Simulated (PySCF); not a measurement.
CHBr3, SMILES `BrC(Br)Br`.

Computed with PySCF, PBE/def2-TZVP, geometry: GFN2-xTB. No frequency check shows the geometry to be a minimum. GFN2-xTB bond lengths at metals and heavier atoms can be off by up to 0.1 Å and shapes distorted, which carries into these values.

Coordinates in Å:

```
Br1      1.7823   -0.4773   -0.0475
C2       0.0000    0.0000    0.5568
Br3     -1.3046   -1.3049   -0.0475
Br4     -0.4778    1.7822   -0.0475
H5      -0.0001   -0.0002    1.6460
```

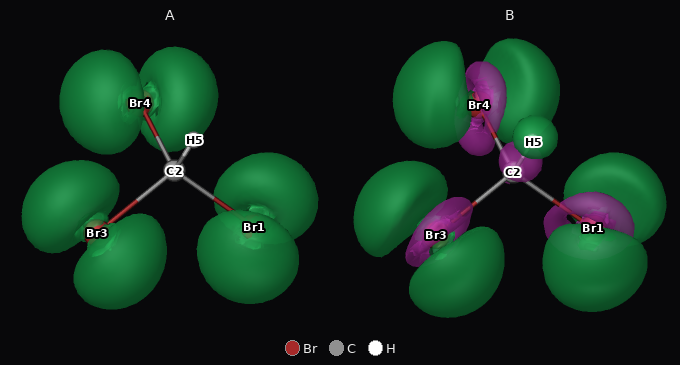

The Fukui function f⁻ from two separate SCF calculations and the density of the HOMO, at ±0.015 e/Å³ (green positive, purple negative).

**Which panel is which, and how good is the frozen-orbital picture?**

B is f⁻ (it has negative regions), A the HOMO density. The HOMO lies on Br1, Br3 and Br4 (33 % each); f⁻ (Hirshfeld-condensed) is largest on Br1, Br3 and Br4 (0.32 each); the vertical ionisation energy is 9.65 eV (the stability of the cation's solution wasn't checked). Relaxation shifts 3 % of the electron between atoms. The orbital energy is −6.83 eV.

Run time: 84 s on 1 thread of Arm Neoverse V2, on a shared host, peak memory 0.64 GiB.
